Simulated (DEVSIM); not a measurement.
Structure: TaN/La2O3/p-GaAs capacitor, at 400 K.

```csv
layer (left to right),material,thickness (nm),Na (cm⁻³)
1,La2O3,16.0,-
2,GaAs,2900,4.8e16
```

Metal gate on the left, work function 4.4 eV. Fixed charge at the semiconductor interface -6.1e10 cm⁻² (in units of +e); interface traps 1e11 cm⁻² eV⁻¹, uniform in energy, neutral level at 0.3 of the gap above the valence band.

This is a model device: material constants are rounded textbook-type values typed into the input, and sizes, dopings and lifetimes were drawn at random. Values at 300 K; Nc and Nv go as T^1.5, mobilities as T to minus their exponent, the gap by Varshni's rule with the affinity fixed.

| parameter | La2O3 | GaAs |
|---|---|---|
| gap (eV) | 5.8 | 1.424 |
| affinity (eV) | 1.8 | 4.07 |
| permittivity | 27 | 12.9 |
| Nc (cm⁻³) | - | 4.7e17 |
| Nv (cm⁻³) | - | 9e18 |
| Varshni α (eV/K) | - | 0.000541 |
| Varshni β (K) | - | 204 |

Model (solved in DEVSIM): 1D Poisson equation in equilibrium, Boltzmann statistics, complete ionisation; no quantum confinement or tunnelling. Metal contacts follow the ideal Schottky-Mott rule: no Fermi-level pinning, no interface dipoles.

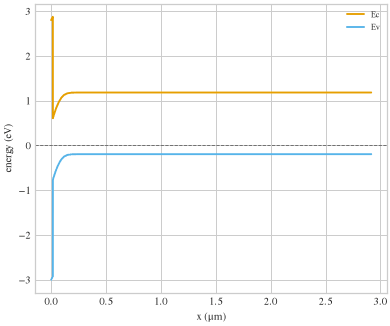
Figure. Band edges at -0.2 V on the gate

Energies count from the Fermi level of the right contact; mesh points crowd at the junctions.

```
x (μm)    Ec (eV)  Ev (eV)  n (cm⁻³)  p (cm⁻³)  field (V/cm)
--------  -------  -------  --------  --------  ------------
0.000       2.800   -3.000     < 1e2     < 1e2         47000
0.001365    2.807   -2.994     < 1e2     < 1e2         47000
0.004096    2.819   -2.981     < 1e2     < 1e2         47000
0.009490    2.845   -2.955     < 1e2     < 1e2         47000
0.01424     2.867   -2.933     < 1e2     < 1e2         47000
0.01580     2.875   -2.925     < 1e2     < 1e2         47000
0.01705     0.615   -0.763    1.3e10     3.4e9         85000
0.02137     0.651   -0.727     4.6e9     9.7e9         82000
0.03008     0.719   -0.658     6.3e8    7.1e10         76000
0.04919     0.852   -0.525     1.3e7    3.4e12         63000
0.09229     1.062   -0.316     30000    1.5e15         34000
0.2438      1.182   -0.196       930    4.8e16           120
0.5311      1.182   -0.195       930    4.8e16           ≈ 0
1.179       1.182   -0.195       930    4.8e16           ≈ 0
2.316       1.182   -0.195       930    4.8e16           ≈ 0
2.650       1.182   -0.195       930    4.8e16           ≈ 0
2.799       1.182   -0.195       930    4.8e16           ≈ 0
2.865       1.182   -0.195       930    4.8e16           ≈ 0
2.899       1.182   -0.195       930    4.8e16           ≈ 0
2.909       1.182   -0.195       930    4.8e16           ≈ 0
2.914       1.182   -0.195       930    4.8e16           ≈ 0
2.916       1.182   -0.195       930    4.8e16           ≈ 0
```
